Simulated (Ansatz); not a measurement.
**Nudged elastic band, with input and output: CH₈Si₂**

The run: nudged elastic band of CH₈Si₂. Method and program: RHF/def2-SVP (Ansatz 0.2.0).

It belongs to a series of runs on one base structure; here: band between the two ends.

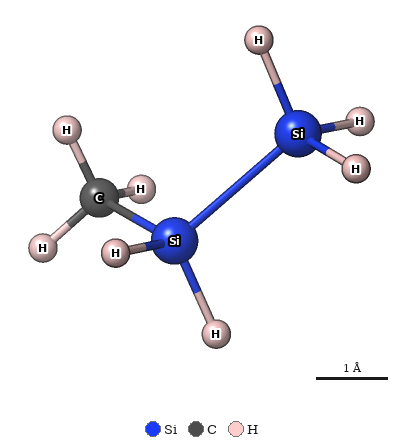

**Figure 1.** The structure as given in the input (ball-and-stick view, seen at a tilt). Bond lengths as drawn: C–H 1.09 Å, C–Si 1.89 Å, H–Si 1.49 Å and Si–Si 2.37 Å.

**The input**
```yaml
crystal:
  periodic: [false, false, false]
  atoms:
    - { symbol: Si, position_ang: [0.557763, 0.074765, -0.02521] }
    - { symbol: C, position_ang: [0.68991, -0.075439, 1.856558] }
    - { symbol: H, position_ang: [-0.284521, -0.289217, 2.301781] }
    - { symbol: H, position_ang: [1.371127, -0.88329, 2.131768] }
    - { symbol: H, position_ang: [1.067912, 0.849577, 2.296663] }
    - { symbol: H, position_ang: [1.897103, 0.348699, -0.60927] }
    - { symbol: Si, position_ang: [-0.918279, 1.819648, -0.6599] }
    - { symbol: H, position_ang: [-2.279395, 1.563617, -0.121009] }
    - { symbol: H, position_ang: [-0.442619, 3.121957, -0.123853] }
    - { symbol: H, position_ang: [-1.006545, 1.92128, -2.138845] }
    - { symbol: H, position_ang: [0.066241, -1.202998, -0.604683] }
basis:
  gaussian: { orbitals: def2-SVP }
hamiltonian:
  xc: hf
neb:
  order_check: false
  images: 5
  f_tol: 0.03
  max_iterations: 60
  final_atoms:
    - { symbol: Si, position_ang: [-0.34666787, -0.48161539, -1.33605813] }
    - { symbol: C, position_ang: [1.56487012, 0.05875111, 1.98094768] }
    - { symbol: H, position_ang: [0.52926922, -0.28197751, 1.95955379] }
    - { symbol: H, position_ang: [2.15730562, -0.63464415, 2.5768163] }
    - { symbol: H, position_ang: [1.60681102, 1.05331819, 2.42346727] }
    - { symbol: H, position_ang: [1.97354875, 0.09608627, 0.97032204] }
    - { symbol: Si, position_ang: [-1.19044944, 1.76336609, -1.01651777] }
    - { symbol: H, position_ang: [-2.56316537, 1.82444801, -1.59089277] }
    - { symbol: H, position_ang: [-1.26568052, 2.112732, 0.42668373] }
    - { symbol: H, position_ang: [-0.36064388, 2.78790849, -1.69927405] }
    - { symbol: H, position_ang: [-1.38650065, -1.0497741, -0.39104809] }
  initial_path:
    images:
      - { positions_ang: [[0.557763, 0.074765, -0.02521], [0.68991, -0.075439, 1.856558], [-0.284521, -0.289217, 2.301781], [1.371127, -0.88329, 2.131768], [1.067912, 0.849577, 2.296663], [1.897103, 0.348699, -0.60927], [-0.918279, 1.819648, -0.6599], [-2.279395, 1.563617, -0.121009], [-0.442619, 3.121957, -0.123853], [-1.006545, 1.92128, -2.138845], [0.066241, -1.202998, -0.604683]] }
      - { positions_ang: [[0.36916312, 0.05004487, -0.01667108], [0.84409237, -0.05438044, 1.80916831], [-0.13987856, -0.29591195, 2.22969129], [1.55131272, -0.83294759, 2.11616327], [1.17753608, 0.90151982, 2.22584228], [1.80832417, 0.22619858, -0.31795478], [-0.95627904, 1.82110994, -0.68642147], [-2.32656527, 1.54471097, -0.43402454], [-0.62687819, 3.03342415, 0.01487577], [-0.78958255, 2.0510891, -2.07194578], [-0.19254785, -1.19625845, -0.56472327]] }
      - { positions_ang: [[0.18056323, 0.02532474, -0.00813216], [0.99827474, -0.03332188, 1.76177863], [0.00476387, -0.30260691, 2.15760159], [1.73149844, -0.78260517, 2.10055854], [1.28716017, 0.95346264, 2.15502156], [1.71954533, 0.10369815, -0.02663956], [-0.99427908, 1.82257189, -0.71294294], [-2.37373553, 1.52580494, -0.74704008], [-0.81113738, 2.94489131, 0.15360453], [-0.5726201, 2.1808982, -2.00504656], [-0.45133669, -1.1895189, -0.52476355]] }
      - { positions_ang: [[-0.00803665, 0.0006046, 0.00040676], [1.15245711, -0.01226332, 1.71438894], [0.14940631, -0.30930186, 2.08551188], [1.91168415, -0.73226276, 2.08495381], [1.39678425, 1.00540546, 2.08420085], [1.6307665, -0.01880227, 0.26467566], [-1.03227911, 1.82403383, -0.73946441], [-2.4209058, 1.5068989, -1.06005563], [-0.99539657, 2.85635846, 0.2923333], [-0.35565766, 2.3107073, -1.93814735], [-0.71012554, -1.18277935, -0.48480382]] }
      - { positions_ang: [[-0.12091372, -0.16013539, -0.44508154], [1.28992811, 0.01140816, 1.80324186], [0.27602728, -0.30019375, 2.04352585], [1.99355798, -0.69972322, 2.24890798], [1.46679318, 1.02137637, 2.19728966], [1.74502725, 0.01949391, 0.49989112], [-1.08500255, 1.80381125, -0.83181553], [-2.46832566, 1.6127486, -1.23700134], [-1.08549122, 2.60848298, 0.33711678], [-0.35731973, 2.46977437, -1.85852291], [-0.93558391, -1.13844427, -0.45355191]] }
      - { positions_ang: [[-0.2337908, -0.32087539, -0.89056983], [1.42739912, 0.03507963, 1.89209477], [0.40264825, -0.29108563, 2.00153982], [2.0754318, -0.66718369, 2.41286214], [1.5368021, 1.03734728, 2.31037846], [1.859288, 0.05779009, 0.73510658], [-1.137726, 1.78358867, -0.92416665], [-2.51574552, 1.71859831, -1.41394706], [-1.17558587, 2.36060749, 0.38190025], [-0.35898181, 2.62884143, -1.77889848], [-1.16104228, -1.09410919, -0.4223]] }
      - { positions_ang: [[-0.34666787, -0.48161539, -1.33605813], [1.56487012, 0.05875111, 1.98094768], [0.52926922, -0.28197751, 1.95955379], [2.15730562, -0.63464415, 2.5768163], [1.60681102, 1.05331819, 2.42346727], [1.97354875, 0.09608627, 0.97032204], [-1.19044944, 1.76336609, -1.01651777], [-2.56316537, 1.82444801, -1.59089277], [-1.26568052, 2.112732, 0.42668373], [-0.36064388, 2.78790849, -1.69927405], [-1.38650065, -1.0497741, -0.39104809]] }
```

Hardware: 1 thread of Arm Neoverse V1, 24 GiB of memory available, shared host.

Command:
```bash
ansatz run input.yaml --threads 1 --pin off --max-ram 2048MiB --backend cpu --events-out ev --progress --plain --runs-dir out
```

**Log**
```
Engine: ansatz 0.2.0, aarch64-unknown-linux-gnu
Functional definition: HF
  exchange = exact_x
  correlation = 0
952 factors; integrals over basis functions are off by at most 4.4e-4 eV
mean field evaluation 1: about -16874.0335 eV, gradient 2.2e1 eV
mean field evaluation 2: about -16874.0528 eV, gradient 2.2e1 eV
mean field evaluation 4: about -16875.8426 eV, gradient 2.5e0 eV
mean field evaluation 8: about -16875.8706 eV, gradient 3.2e-4 eV
mean field -16875.87063963 eV, -620.1768071303 hartree, gradient 6.7e-6 eV, S^2 0.000000; 0 other end points of the search recorded, 0 dependent functions left out
the calculation of the forces begins
reference -16875.87063963 eV, -620.1768071303 hartree; 21, 21 occupied and 69, 69 virtual orbitals, 952 factors
952 factors; integrals over basis functions are off by at most 1.2e-3 eV
mean field evaluation 16: about -16873.8043 eV, gradient 3.2e-1 eV
mean field -16873.80559207 eV, -620.1009180323 hartree, gradient 8.4e-6 eV, S^2 0.000000; 0 other end points of the search recorded, 0 dependent functions left out
[... from here on the field's lines of each further geometry are left out, up to the last ...]
NEB iter   1: max|band force component| = 6.601e0 eV/Å  barrier→ = 5.3360 eV  barrier← = 3.2709 eV  Δτ_max = 0.1974 Å  (228 SCF iters)
NEB iter   2: max|band force component| = 3.493e0 eV/Å  barrier→ = 3.8780 eV  barrier← = 1.8129 eV  Δτ_max = 0.1989 Å  (151 SCF iters)
NEB iter   3: max|band force component| = 1.733e0 eV/Å  barrier→ = 2.9665 eV  barrier← = 0.9015 eV  Δτ_max = 0.1979 Å  (147 SCF iters)
NEB iter   4: max|band force component| = 6.400e-1 eV/Å  barrier→ = 2.7795 eV  barrier← = 0.7144 eV  Δτ_max = 0.1997 Å  (146 SCF iters)
NEB iter   5: max|band force component| = 5.607e-1 eV/Å  barrier→ = 2.5704 eV  barrier← = 0.5054 eV  Δτ_max = 0.1976 Å  (149 SCF iters)
NEB iter   6: max|band force component| = 7.208e-1 eV/Å  barrier→ = 2.5290 eV  barrier← = 0.4640 eV  CI = image 4  Δτ_max = 0.2000 Å  (146 SCF iters)
NEB iter   7: max|band force component| = 9.797e-1 eV/Å  barrier→ = 2.8793 eV  barrier← = 0.8142 eV  CI = image 4  Δτ_max = 0.0995 Å  (147 SCF iters)
NEB iter   8: max|band force component| = 1.562e0 eV/Å  barrier→ = 3.2059 eV  barrier← = 1.1409 eV  CI = image 4  Δτ_max = 0.0996 Å  (141 SCF iters)
NEB iter   9: max|band force component| = 1.339e0 eV/Å  barrier→ = 3.4680 eV  barrier← = 1.4029 eV  CI = image 4  Δτ_max = 0.1990 Å  (145 SCF iters)
NEB iter  10: max|band force component| = 1.157e0 eV/Å  barrier→ = 3.8039 eV  barrier← = 1.7388 eV  CI = image 4  Δτ_max = 0.1943 Å  (146 SCF iters)
NEB iter  11: max|band force component| = 1.321e0 eV/Å  barrier→ = 3.8015 eV  barrier← = 1.7365 eV  CI = image 4  Δτ_max = 0.1942 Å  (135 SCF iters)
NEB iter  12: max|band force component| = 3.547e-1 eV/Å  barrier→ = 3.7364 eV  barrier← = 1.6713 eV  CI = image 4  Δτ_max = 0.0596 Å  (141 SCF iters)
NEB iter  13: max|band force component| = 1.896e-1 eV/Å  barrier→ = 3.7224 eV  barrier← = 1.6574 eV  CI = image 4  Δτ_max = 0.0542 Å  (134 SCF iters)
NEB iter  14: max|band force component| = 9.168e-2 eV/Å  barrier→ = 3.7179 eV  barrier← = 1.6528 eV  CI = image 4  Δτ_max = 0.0653 Å  (142 SCF iters)
NEB iter  15: max|band force component| = 8.256e-2 eV/Å  barrier→ = 3.7145 eV  barrier← = 1.6494 eV  CI = image 4  Δτ_max = 0.1044 Å  (142 SCF iters)
NEB iter  16: max|band force component| = 1.200e-1 eV/Å  barrier→ = 3.7083 eV  barrier← = 1.6433 eV  CI = image 4  Δτ_max = 0.0521 Å  (144 SCF iters)
NEB iter  17: max|band force component| = 1.026e-1 eV/Å  barrier→ = 3.7046 eV  barrier← = 1.6395 eV  CI = image 4  Δτ_max = 0.0523 Å  (142 SCF iters)
NEB iter  18: max|band force component| = 5.846e-2 eV/Å  barrier→ = 3.7012 eV  barrier← = 1.6361 eV  CI = image 4  Δτ_max = 0.0521 Å  (142 SCF iters)
NEB iter  19: max|band force component| = 4.189e-2 eV/Å  barrier→ = 3.6981 eV  barrier← = 1.6330 eV  CI = image 4  Δτ_max = 0.0522 Å  (142 SCF iters)
NEB iter  20: max|band force component| = 4.081e-2 eV/Å  barrier→ = 3.6954 eV  barrier← = 1.6304 eV  CI = image 4  Δτ_max = 0.0522 Å  (141 SCF iters)
NEB iter  21: max|band force component| = 4.532e-2 eV/Å  barrier→ = 3.6934 eV  barrier← = 1.6283 eV  CI = image 4  Δτ_max = 0.0261 Å  (140 SCF iters)
NEB iter  22: max|band force component| = 3.733e-2 eV/Å  barrier→ = 3.6926 eV  barrier← = 1.6275 eV  CI = image 4  Δτ_max = 0.0261 Å  (129 SCF iters)
NEB iter  23: max|band force component| = 3.565e-2 eV/Å  barrier→ = 3.6919 eV  barrier← = 1.6268 eV  CI = image 4  Δτ_max = 0.0261 Å  (128 SCF iters)
NEB iter  24: max|band force component| = 3.369e-2 eV/Å  barrier→ = 3.6914 eV  barrier← = 1.6263 eV  CI = image 4  Δτ_max = 0.0522 Å  (124 SCF iters)
NEB iter  25: max|band force component| = 3.710e-2 eV/Å  barrier→ = 3.6907 eV  barrier← = 1.6257 eV  CI = image 4  Δτ_max = 0.0521 Å  (138 SCF iters)
NEB iter  26: max|band force component| = 3.936e-2 eV/Å  barrier→ = 3.6907 eV  barrier← = 1.6256 eV  CI = image 4  Δτ_max = 0.0261 Å  (130 SCF iters)
NEB iter  27: max|band force component| = 3.543e-2 eV/Å  barrier→ = 3.6907 eV  barrier← = 1.6256 eV  CI = image 4  Δτ_max = 0.0161 Å  (130 SCF iters)
the calculation of the forces begins
reference -16873.78142627 eV, -620.1000299555 hartree; 21, 21 occupied and 69, 69 virtual orbitals, 952 factors
952 factors; integrals over basis functions are off by at most 9.4e-4 eV
mean field -16872.18000463 eV, -620.0411787956 hartree, gradient 5.6e-5 eV, S^2 0.000000; 1 other end points of the search recorded, 0 dependent functions left out
the calculation of the forces begins
reference -16872.18000463 eV, -620.0411787956 hartree; 21, 21 occupied and 69, 69 virtual orbitals, 952 factors
NEB iter  28: max|band force component| = 2.559e-2 eV/Å  barrier→ = 3.6906 eV  barrier← = 1.6256 eV  CI = image 4  Δτ_max = 0.0000 Å  (266 SCF iters)
```

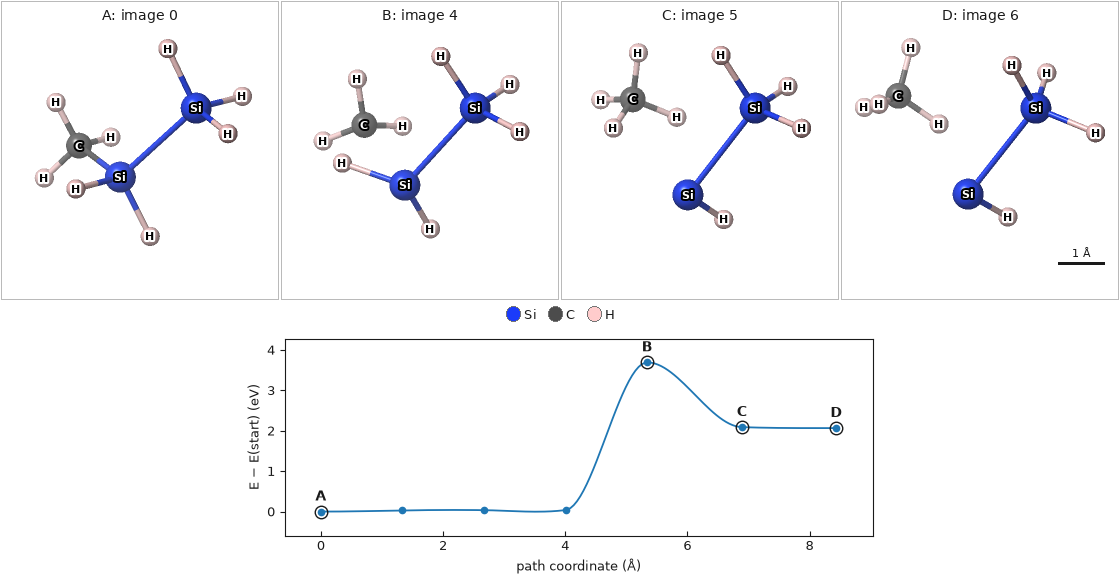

**Figure 2.** Images of the last band (counted from 0; ball-and-stick, seen at a tilt) above the energy along the path; the line is a cubic interpolation that uses the forces. The highest image is number 4, 3.691 eV above the start and 1.626 eV above the end (the climbing image); the end lies 2.065 eV above the start. The path is 8.44 Å long. The band converged in 28 iterations.

```
Total energy: -16872.18000463 eV, -620.0411787956 hartree
Atom 0 at     0.025845    -0.414289    -0.412105 Å, force     0.001008    -0.000007     0.000840 eV/Å
Atom 1 at     1.081555     0.222107     1.479176 Å, force     0.003748    -0.001564    -0.003895 eV/Å
Atom 2 at     0.214801     0.263808     2.131721 Å, force    -0.000807     0.000475     0.000614 eV/Å
Atom 3 at     1.817424    -0.458087     1.903418 Å, force    -0.000661    -0.000653     0.000592 eV/Å
Atom 4 at     1.517095     1.208222     1.338680 Å, force    -0.001583     0.000437     0.000660 eV/Å
Atom 5 at     1.426345    -0.424994     0.153056 Å, force    -0.001808     0.000792     0.001361 eV/Å
Atom 6 at    -0.976076     1.702509    -0.609276 Å, force     0.000201    -0.000094    -0.000051 eV/Å
Atom 7 at    -1.964422     1.704910    -1.715491 Å, force    -0.000013    -0.000023     0.000087 eV/Å
Atom 8 at    -1.671473     2.128125     0.634480 Å, force     0.000129     0.000324    -0.000232 eV/Å
Atom 9 at     0.084952     2.695777    -0.912702 Å, force    -0.000453     0.000056     0.000017 eV/Å
Atom 10 at    -0.837349    -1.379490     0.313042 Å, force     0.000240     0.000257     0.000007 eV/Å
Dipole moment:     0.124321     0.043428     0.301882 e Å
this run last wrote the band of iteration 28 to [file]
```

**The last band as extended XYZ (Å, eV, eV/Å)**
```
11
Properties=species:S:1:pos:R:3:forces:R:3 image=0 energy=-16875.87064
Si    0.5578    0.0748   -0.0252    0.0074   0.0018  -0.0079
C     0.6899   -0.0754    1.8566   -0.0154  -0.0054   0.0059
H    -0.2845   -0.2892    2.3018    0.0110   0.0023  -0.0057
H     1.3711   -0.8833    2.1318    0.0020  -0.0015   0.0022
H     1.0679    0.8496    2.2967    0.0025   0.0057   0.0042
H     1.8971    0.3487   -0.6093    0.0017  -0.0018   0.0008
Si   -0.9183    1.8196   -0.6599   -0.0010  -0.0026   0.0022
H    -2.2794    1.5636   -0.1210    0.0023   0.0076  -0.0052
H    -0.4426    3.1220   -0.1239   -0.0051  -0.0112  -0.0054
H    -1.0065    1.9213   -2.1388   -0.0020   0.0023   0.0097
H     0.0662   -1.2030   -0.6047   -0.0032   0.0029  -0.0009
11
Properties=species:S:1:pos:R:3:forces:R:3 image=1 energy=-16875.84262
Si    0.4546   -0.0091   -0.0138    0.0027   0.0022  -0.0017
C     0.8014    0.0068    1.8466   -0.0047  -0.0016   0.0043
H    -0.1244   -0.0526    2.4227   -0.0031  -0.0039  -0.0023
H     1.4304   -0.8400    2.1293   -0.0016  -0.0009  -0.0001
H     1.3196    0.9240    2.1346   -0.0033  -0.0014   0.0023
H     1.7351    0.0791   -0.7632    0.0042   0.0057   0.0028
Si   -0.9429    1.8053   -0.6600    0.0000  -0.0002   0.0003
H    -2.3605    1.3725   -0.7516   -0.0037   0.0006   0.0134
H    -0.8573    2.9012    0.3401    0.0115   0.0066  -0.0042
H    -0.5326    2.3455   -1.9804   -0.0071  -0.0075  -0.0092
H    -0.2049   -1.2839   -0.4005    0.0052   0.0004  -0.0055
11
Properties=species:S:1:pos:R:3:forces:R:3 image=2 energy=-16875.83568
Si    0.3388   -0.0793    0.0218   -0.0028  -0.0026   0.0005
C     0.9238    0.0799    1.8149   -0.0053   0.0029  -0.0018
H     0.0722    0.1634    2.4936    0.0043   0.0014  -0.0001
H     1.5053   -0.7965    2.1089    0.0047   0.0030  -0.0022
H     1.5511    0.9634    1.9506    0.0009   0.0029  -0.0060
H     1.5078   -0.2095   -0.8870   -0.0025  -0.0056   0.0003
Si   -0.9592    1.7983   -0.6585    0.0022  -0.0005   0.0010
H    -2.1789    1.3594   -1.3827    0.0060   0.0040  -0.0070
H    -1.3801    2.5907    0.5264   -0.0072  -0.0067  -0.0003
H    -0.1775    2.6866   -1.5561    0.0030   0.0023   0.0117
H    -0.4844   -1.3078   -0.1280   -0.0032  -0.0011   0.0039
11
Properties=species:S:1:pos:R:3:forces:R:3 image=3 energy=-16875.83282
Si    0.2041   -0.2156    0.0483    0.0362   0.0394   0.1153
C     1.0077    0.2147    1.7013   -0.0239   0.0147   0.0808
H     0.2504    0.3445    2.4753    0.0212   0.0250   0.0882
H     1.7074   -0.5582    2.0239   -0.0213  -0.0283   0.0248
H     1.5614    1.1517    1.6040    0.0213  -0.0163   0.0551
H     1.2964   -0.5754   -0.8806   -0.0385  -0.0410  -0.2713
Si   -0.9664    1.7293   -0.6328    0.0028   0.0062  -0.0097
H    -1.8624    1.5554   -1.8015    0.0200  -0.0450  -0.0177
H    -1.7821    2.1799    0.5258   -0.0264   0.0188  -0.0265
H     0.0228    2.7943   -0.9409   -0.0185   0.0197  -0.0166
H    -0.7206   -1.3719    0.1812    0.0273   0.0068  -0.0225
11
Properties=species:S:1:pos:R:3:forces:R:3 image=4 energy=-16872.18000
Si    0.0258   -0.4143   -0.4121    0.0010   0.0000   0.0008
C     1.0816    0.2221    1.4792    0.0037  -0.0016  -0.0039
H     0.2148    0.2638    2.1317   -0.0008   0.0005   0.0006
H     1.8174   -0.4581    1.9034   -0.0007  -0.0007   0.0006
H     1.5171    1.2082    1.3387   -0.0016   0.0004   0.0007
H     1.4263   -0.4250    0.1531   -0.0018   0.0008   0.0014
Si   -0.9761    1.7025   -0.6093    0.0002  -0.0001  -0.0001
H    -1.9644    1.7049   -1.7155    0.0000   0.0000   0.0001
H    -1.6715    2.1281    0.6345    0.0001   0.0003  -0.0002
H     0.0850    2.6958   -0.9127   -0.0005   0.0001   0.0000
H    -0.8373   -1.3795    0.3130    0.0002   0.0003   0.0000
11
Properties=species:S:1:pos:R:3:forces:R:3 image=5 energy=-16873.78143
Si   -0.2954   -0.5649   -1.1488   -0.0131  -0.0110  -0.0299
C     1.4335    0.1608    1.7101    0.0131  -0.0037   0.0106
H     0.3907   -0.0070    1.9773    0.0108  -0.0076  -0.0067
H     2.0735   -0.3230    2.4460    0.0134   0.0069   0.0207
H     1.6394    1.2299    1.6872    0.0079   0.0005   0.0107
H     1.6603   -0.2711    0.7313    0.0093   0.0046   0.0255
Si   -1.0974    1.6856   -0.7654   -0.0050  -0.0112  -0.0067
H    -2.1726    1.9158   -1.7705   -0.0134   0.0101   0.0015
H    -1.6591    1.9340    0.5869    0.0046  -0.0005  -0.0028
H    -0.0217    2.6810   -1.0104   -0.0076  -0.0027  -0.0073
H    -1.2325   -1.1924   -0.1396   -0.0200   0.0146  -0.0156
11
Properties=species:S:1:pos:R:3:forces:R:3 image=6 energy=-16873.80559
Si   -0.3467   -0.4816   -1.3361   -0.0123  -0.0043   0.0085
C     1.5649    0.0588    1.9809    0.0027  -0.0001   0.0074
H     0.5293   -0.2820    1.9596   -0.0002  -0.0037  -0.0026
H     2.1573   -0.6346    2.5768   -0.0030   0.0085   0.0007
H     1.6068    1.0533    2.4235    0.0034  -0.0056   0.0018
H     1.9735    0.0961    0.9703    0.0011  -0.0010  -0.0053
Si   -1.1904    1.7634   -1.0165   -0.0025   0.0050   0.0040
H    -2.5632    1.8244   -1.5909    0.0036  -0.0007  -0.0011
H    -1.2657    2.1127    0.4267   -0.0012  -0.0003  -0.0050
H    -0.3606    2.7879   -1.6993   -0.0014  -0.0023   0.0005
H    -1.3865   -1.0498   -0.3910    0.0098   0.0045  -0.0089
```

**Key numbers**

```json
{"quantity": "outcome", "value": "converged"}
{"quantity": "barrier, forward", "value": "3.691 eV"}
{"quantity": "barrier, backward", "value": "1.626 eV"}
{"quantity": "wall time", "value": "3.2 min"}
{"quantity": "peak memory", "value": "0.16 GiB"}
```

**Remarks**

The order of the saddle point was not checked.
